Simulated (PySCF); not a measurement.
## Run report: AlB3ClO6 (charge −1), core-level calculation

AlB3ClO6, charge −1, computed with delta-SCF UKS SCAN, aug-pcX-2 on the ionised atom, aug-pcseg-1 elsewhere, spin-free X2C (PySCF 2.14.0).

Figures and captions count atoms from 1; the log counts them from 0 in places.

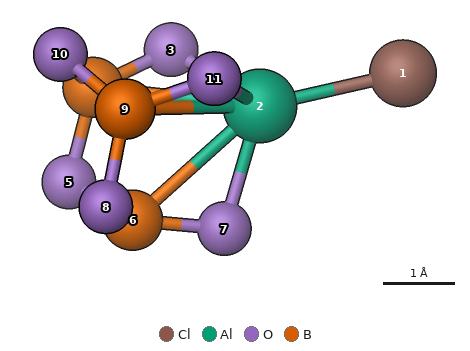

Fig. 1: The structure as given in the input (ball-and-stick view, seen at a tilt; atoms are numbered from 1 in the order of the input). Sticks mark near contacts. Bond lengths as drawn: Al–B 2.44 Å, Al–Cl 2.12 Å, Al–O 1.82 Å and B–O 1.35 to 1.42 Å.

Input
```
{"job": {"kind": "xps", "holes": 5, "basis": "aug-pcX-2", "basis_other": "aug-pcseg-1"}, "charge": -1, "multiplicity": 1}
Cl    -0.331445     0.128560     3.487054
Al    -0.125657     0.050677     1.374590
O     -1.386431     0.901395     0.369907
B     -0.911430     0.624444    -0.862951
O      0.222416     1.322748    -1.352108
B      1.152812     0.514388    -0.651484
O      1.395945     0.751641     0.654550
O      1.288667    -0.801871    -1.162743
B      0.018288    -1.227118    -0.699006
O     -1.080290    -0.673747    -1.405994
O     -0.135021    -1.595513     0.590211
```

The first line tells a small driver script what to run in PySCF; the rest is the geometry in Å.

Machine: 1 CPU thread, shared host.

Launch command:
```bash
OMP_NUM_THREADS=1 python <driver script> task.json out
```

What the program printed
```
ground state, core basis on atom 0 (Cl), 310 functions
  cycle   1  E = -1230.65981605  |g| = 1.55e+00
  cycle   2  E = -1229.76129838  |g| = 2.66e+00
  cycle   3  E = -1231.08680962  |g| = 3.39e-01
  cycle   4  E = -1231.10735960  |g| = 1.28e-01
  cycle   5  E = -1231.11018663  |g| = 3.43e-02
  cycle   6  E = -1231.11040230  |g| = 5.77e-03
  cycle   7  E = -1231.11040574  |g| = 1.89e-03
  cycle   8  E = -1231.11040750  |g| = 9.98e-04
  cycle   9  E = -1231.11040733  |g| = 3.53e-04
  E(ground) = -1231.15539127 Eh
hole in Cl 2p of atom 0
  cycle   1  E = -1223.19830476  |g| = 1.70e+00
[... 10 cycles left out ...]
  E(ion) = -1223.71187789 Eh   <S^2> = 0.7516   hole on atom = 1.001   binding energy = 202.548 eV
  2p3/2 = 201.973 eV   2p1/2 = 203.626 eV
ground state, core basis on atom 1 (Al), 310 functions
[... 6 cycles left out ...]
  E(ground) = -1231.02808253 Eh
hole in Al 2p of atom 1
[... 9 cycles left out ...]
  E(ion) = -1228.18836978 Eh   <S^2> = 0.7516   hole on atom = 1.004   binding energy = 77.273 eV
  2p3/2 = 77.129 eV   2p1/2 = 77.553 eV
ground state, core basis on atom 7 (O), 299 functions
[... 6 cycles left out ...]
  E(ground) = -1231.01416444 Eh
hole in O 1s of atom 7
[... 11 cycles left out ...]
  E(ion) = -1211.39545347 Eh   <S^2> = 0.7618   hole on atom = 1.000   binding energy = 533.852 eV
ground state, core basis on atom 8 (B), 299 functions
[... 7 cycles left out ...]
  E(ground) = -1230.98635330 Eh
hole in B 1s of atom 8
[... 13 cycles left out ...]
  E(ion) = -1223.84094517 Eh   <S^2> = 0.7867   hole on atom = 1.000   binding energy = 194.436 eV
ground state, core basis on atom 10 (O), 299 functions
[... 6 cycles left out ...]
  E(ground) = -1231.01413152 Eh
hole in O 1s of atom 10
[... 1 cycle left out ...]
  cycle   2  E = -1209.92968376  |g| = 2.28e+00
  cycle   3  E = -1211.24192536  |g| = 5.57e-01
  cycle   4  E = -1211.29445501  |g| = 4.08e-01
  cycle   5  E = -1211.35597578  |g| = 7.41e-02
  cycle   6  E = -1211.35703622  |g| = 5.06e-02
  cycle   7  E = -1211.35797473  |g| = 1.10e-02
  cycle   8  E = -1211.35802153  |g| = 2.82e-03
  cycle   9  E = -1211.35802784  |g| = 8.18e-04
  cycle  10  E = -1211.35802792  |g| = 5.03e-04
  cycle  11  E = -1211.35802721  |g| = 2.38e-04
  E(ion) = -1211.41874650 Eh   <S^2> = 0.7622   hole on atom = 1.000   binding energy = 533.218 eV
```

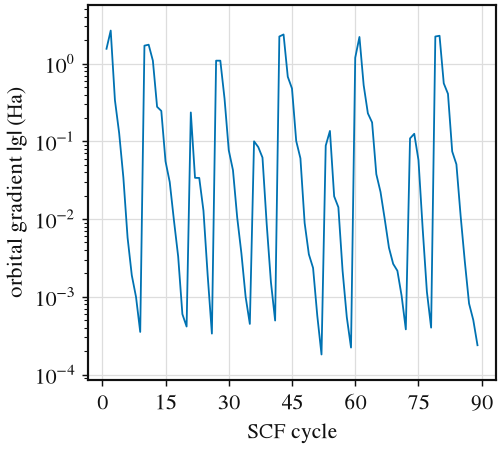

Fig. 2: Convergence of the self-consistent field: orbital gradient |g| against the SCF cycle. All cycles printed in the log are drawn one after another.

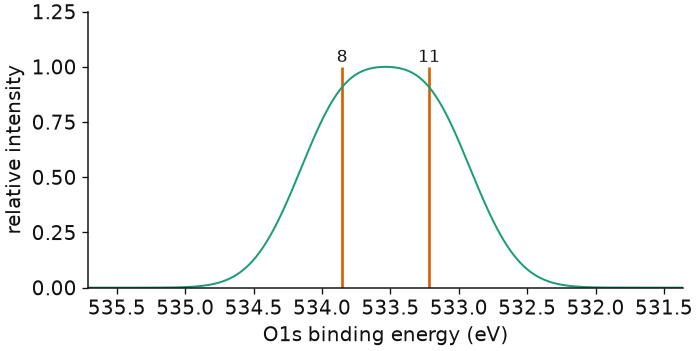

Fig. 3: O1s binding energies by ΔSCF of the atoms computed, labelled by atom number, with a Gaussian envelope of 0.8 eV full width. They run from 533.22 eV (atom 11) to 533.85 eV (atom 8).

Summary

| quantity | value |
| --- | --- |
| outcome | converged |
| wall time | 2.2 min |
| peak memory | 1.1 GiB |
